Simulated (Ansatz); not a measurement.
**One shape, several levels: CH3Cl3Si (methyltrichlorosilane)**

We compute a comparison of 6 runs (HF/STO-3G, B3LYP/cc-pVDZ, PBE/cc-pVDZ, PBE0/cc-pVDZ, revPBE/cc-pVDZ, wB97X/cc-pVDZ) of CH3Cl3Si (methyltrichlorosilane). 

Program for the calculation: Ansatz 0.2.0.

80 further runs of the same task are left out: 6 that didn't finish, 74 set aside as unsound or not needed.

## (1) Starting point

The species is CH3Cl3Si (8 atoms), meant as a singlet with charge 0. As SMILES, `C[Si](Cl)(Cl)Cl`. The Si2–Cl4 distance was set to 3.670 Å, away from the relaxed value. At this shape a bond of the SMILES string is far longer than usual.

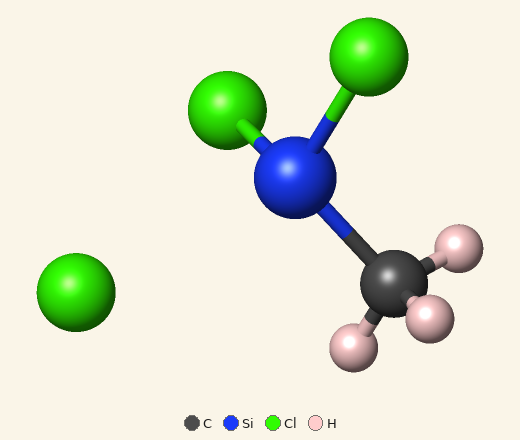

The structure, seen from a chosen angle (carbon dark grey, silicon blue, chlorine green, hydrogen pink).

## (2) A single-point energy at HF/STO-3G (run 1)

File molecule.yaml:

```yaml
crystal:
  periodic: [false, false, false]
  atoms:
    - {symbol: C, position_ang: [-0.326503, 0.222316, 2.184889]}
    - {symbol: Si, position_ang: [0.971297, 0.699816, 0.970089]}
    - {symbol: Cl, position_ang: [2.762797, -0.138084, 1.465189]}
    - {symbol: Cl, position_ang: [0.065900, -0.429500, -2.402200]}
    - {symbol: Cl, position_ang: [1.203597, 2.724916, 0.924989]}
    - {symbol: H, position_ang: [-0.442103, -0.863284, 2.199589]}
    - {symbol: H, position_ang: [-0.045903, 0.563016, 3.183589]}
    - {symbol: H, position_ang: [-1.280203, 0.677116, 1.909589]}
basis:
  gaussian:
    orbitals: STO-3G
total_charge: 0
hamiltonian:
  xc: hf
accuracy: high
output:
  orbitals: {seedname: orbitals}
```

Launch:

```console
$ ansatz run molecule.yaml --threads 1 --pin off --max-ram 3480MiB --events-out events.jsonl --progress --plain --runs-dir runs
```

What it wrote:

```text
Warning: RAYON_NUM_THREADS=1 ignored (pool sized by the plan → 1); use --threads N
Functional definition: HF
  name "HF"
  exchange = exact_x
  correlation = 0
846 factors; integrals over basis functions are off by at most 1.8e-8 eV
mean field evaluation 1: about -45939.5347 eV, gradient 2.7e1 eV
mean field evaluation 2: about -45939.6054 eV, gradient 2.7e1 eV
mean field evaluation 4: about -45944.3781 eV, gradient 7.1e0 eV
mean field evaluation 8: about -45945.0720 eV, gradient 5.9e-2 eV
mean field -45945.06831596 eV, -1688.4501179257 hartree, gradient 7.1e-8 eV, S^2 0.000000; 0 other end points of the search recorded, 0 dependent functions left out
reference -45945.06831596 eV, -1688.4501179257 hartree; 37, 37 occupied and 7, 7 virtual orbitals, 846 factors
Total energy: -45945.06831596 eV, -1688.4501179257 hartree
```

It took 0.66 s on 1 thread of Arm Neoverse V1, shared host; peak memory 0.11 GiB.

## (3) A single-point energy at B3LYP/cc-pVDZ (run 2)

Edit molecule.yaml of step 2 so:

```diff
@@ -12,9 +12,5 @@
 basis:
-  gaussian:
-    orbitals: STO-3G
-total_charge: 0
-hamiltonian:
-  xc: hf
+  gaussian: {orbitals: cc-pVDZ}
+hamiltonian: {xc: {name: B3LYP}}
 accuracy: high
-output:
-  orbitals: {seedname: orbitals}
+output: {orbitals: {seedname: orbitals}}
```

Launch:

```console
$ ansatz run molecule.yaml --threads 1 --pin off --max-ram 3480MiB --events-out events.jsonl --progress --plain --runs-dir runs
```

What it wrote:

```text
Warning: RAYON_NUM_THREADS=1 ignored (pool sized by the plan → 1); use --threads N
Functional definition: B3LYP
  name "B3LYP"
  parameter a0 = 0.2
  parameter ax = 0.72
  parameter ac = 0.81
  exchange = (1 - a0 - ax)*slater_x + ax*b88_x + a0*exact_x
  correlation = (1 - ac)*vwn_rpa_c + ac*lyp_c
2299 factors; integrals over basis functions are off by at most 3.9e-9 eV
mean field evaluation 1: about -46526.4412 eV, gradient 5.0e1 eV
mean field evaluation 2: about -46370.3309 eV, gradient 1.8e2 eV
mean field evaluation 4: about -46521.0809 eV, gradient 4.8e1 eV
mean field evaluation 8: about -46534.1919 eV, gradient 1.3e0 eV
mean field evaluation 16: about -46534.3362 eV, gradient 1.1e-3 eV
mean field -46534.33619278 eV, -1710.1053129788 hartree, gradient 2.3e-8 eV, S^2 0.000000; 0 other end points of the search recorded, 0 dependent functions left out
reference -46534.33623947 eV, -1710.1053146944 hartree; 37, 37 occupied and 64, 64 virtual orbitals, 2299 factors
Total energy: -46534.33623947 eV, -1710.1053146944 hartree
```

It took 14 s on 1 thread of Arm Neoverse V1, shared host; peak memory 0.43 GiB.

Runs 3 to 5 aren't shown in full; the table further down has their settings and results.

## (4) The energy at wB97X/cc-pVDZ (run 6)

File molecule.yaml:

```yaml
crystal:
  periodic: [false, false, false]
  atoms:
    - symbol: C
      position_ang: [-0.326503, 0.222316, 2.184889]
    - symbol: Si
      position_ang: [0.971297, 0.699816, 0.970089]
    - symbol: Cl
      position_ang: [2.762797, -0.138084, 1.465189]
    - symbol: Cl
      position_ang: [0.065900, -0.429500, -2.402200]
    - symbol: Cl
      position_ang: [1.203597, 2.724916, 0.924989]
    - symbol: H
      position_ang: [-0.442103, -0.863284, 2.199589]
    - symbol: H
      position_ang: [-0.045903, 0.563016, 3.183589]
    - symbol: H
      position_ang: [-1.280203, 0.677116, 1.909589]
basis:
  gaussian:
    orbitals: cc-pVDZ
accuracy: high
total_charge: 0
hamiltonian:
  xc: {name: wB97X}
output: {orbitals: {seedname: orbitals}}
```

Launch:

```console
$ ansatz run molecule.yaml --threads 1 --pin off --max-ram 3480MiB --events-out events.jsonl --progress --plain --runs-dir runs
```

What it wrote, shortened:

```text
Warning: RAYON_NUM_THREADS=1 ignored (pool sized by the plan → 1); use --threads N
Functional definition: wB97X
  name "wB97X"
[...]
      + exact_x_lr(omega)
[...]
      + integral(e_c_pw_opposite_spin*poly(b97_u_opposite, 1, cos1, cos2, cos3, cos4))
2299 factors; integrals over basis functions are off by at most 3.9e-9 eV
442 factors; integrals over basis functions are off by at most 2.5e-9 eV
[...]
mean field -46531.57073009 eV, -1710.0036840993 hartree, gradient 9.7e-8 eV, S^2 0.000000; 0 other end points of the search recorded, 0 dependent functions left out
reference -46531.57072714 eV, -1710.0036839910 hartree; 37, 37 occupied and 64, 64 virtual orbitals, 2299 factors
Total energy: -46531.57072714 eV, -1710.0036839910 hartree
```

Run time: 48 s. Hardware: 1 thread of Arm Neoverse V1, shared host; peak memory 0.7 GiB.

## (5) Overview of the runs

| run | level | energy (Eh) | HOMO energy (eV) | LUMO energy (eV) | HOMO–LUMO gap (eV) | wall time |
| --- | --- | --- | --- | --- | --- | --- |
| 1 | HF/STO-3G | -1688.450118 | -6.34 | -0.80 | 5.54 | 0.66 s |
| 2 | B3LYP/cc-pVDZ | -1710.105315 | -6.68 | -4.85 | 1.83 | 14 s |
| 3 | PBE/cc-pVDZ | -1709.279703 | -5.62 | -5.22 | 0.40 | 11 s |
| 4 | PBE0/cc-pVDZ | -1709.418327 | -6.97 | -4.77 | 2.20 | 15 s |
| 5 | revPBE/cc-pVDZ | -1709.725881 | -5.58 | -5.17 | 0.41 | 11 s |
| 6 | wB97X/cc-pVDZ | -1710.003684 | -9.15 | -3.05 | 6.11 | 48 s |

## (6) Outcome

```
            quantity           value
 run 6: total energy  -1710.00368 Eh
  run 6: HOMO energy        -9.15 eV
  run 6: LUMO energy        -3.05 eV
run 6: HOMO–LUMO gap         6.11 eV
```

What this shows: The HOMO–LUMO gap runs from 0.40 eV (PBE/cc-pVDZ) to 6.11 eV (wB97X/cc-pVDZ). Totals of different functionals can't be ranked against each other. In run 1 the basis is minimal, so the values are rough. In runs 1, 2, 3, 4, 5, 6 a closed-shell determinant meets a far-stretched bond, which it describes badly. All runs together took 100 s, the longest 48 s.
